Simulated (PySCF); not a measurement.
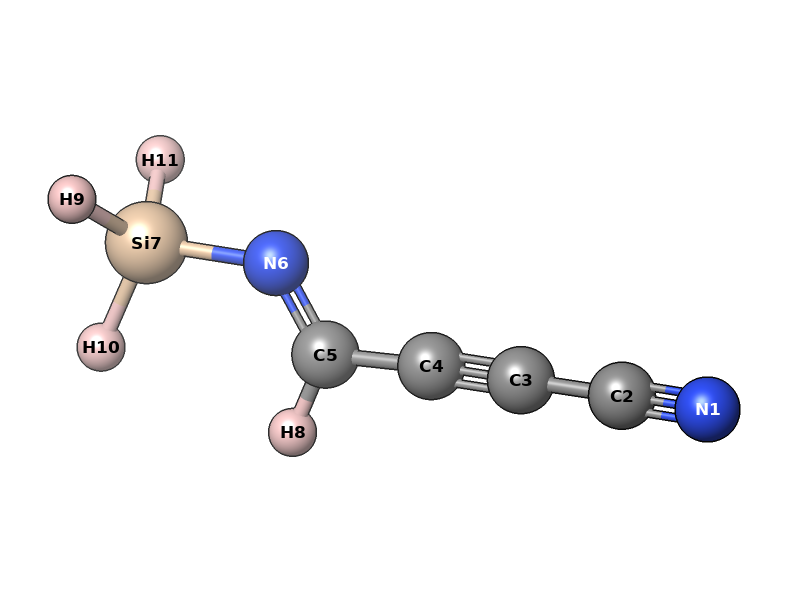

Depth is shown by fading: the farther an atom, the more it takes the colour of the background. Computed geometry: PBE0-D3(BJ)/def2-SVP optimisation. No frequency run is at hand to confirm it as a minimum.

Which atoms or bonds are stereogenic?

Answer. Double bonds: C5=N6.

Assign CIP descriptors.

Answer. C5=N6: E.
